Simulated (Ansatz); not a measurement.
```xyz
8

Si   -0.4588    0.2625    0.0121
O     1.1266   -0.4512   -0.4443
Cl   -1.3206   -0.3429   -1.8002
Cl   -0.7250    2.2835   -0.1345
Cl   -1.6666   -0.7858    1.2986
H     1.2458   -0.1552    0.6467
H     0.5971    0.5079    1.2879
H     1.2015   -1.3188   -0.8664
```

A transition-state structure; geometry: PBE0-D4/def2-TZVP.

Theory: RKS PBE0-D4/def2-TZVPP in Ansatz.

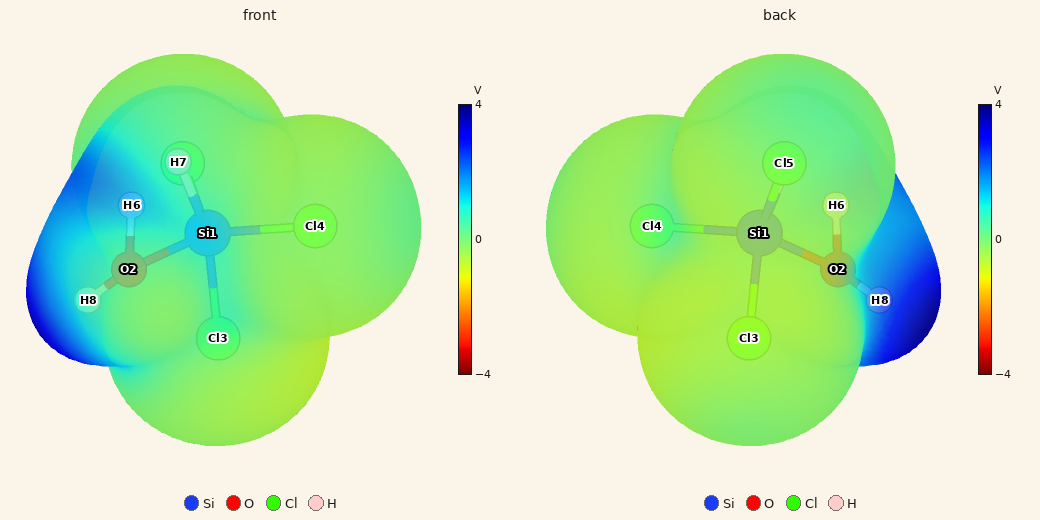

Cl$_{3}$H$_{3}$OSi. The electrostatic potential painted on the density surface at 0.002 e/bohr³, seen from the front and from behind; the colour scale runs from red (negative) to blue (positive).

Where is the surface potential most negative and most positive?

The most negative region (about −0.7 V, or −16 kcal/mol for a unit charge) lies over Cl3, the most positive (about +3.8 V, or +88 kcal/mol for a unit charge) over H8. Cl4 shows a σ-hole: about +0.2 V at the tip opposite its bond, against about −0.4 V, or −9 kcal/mol for a unit charge on its flanks. Cl5 shows a σ-hole: about +0.2 V at the tip opposite its bond, against about −0.3 V, or −7 kcal/mol for a unit charge on its flanks.
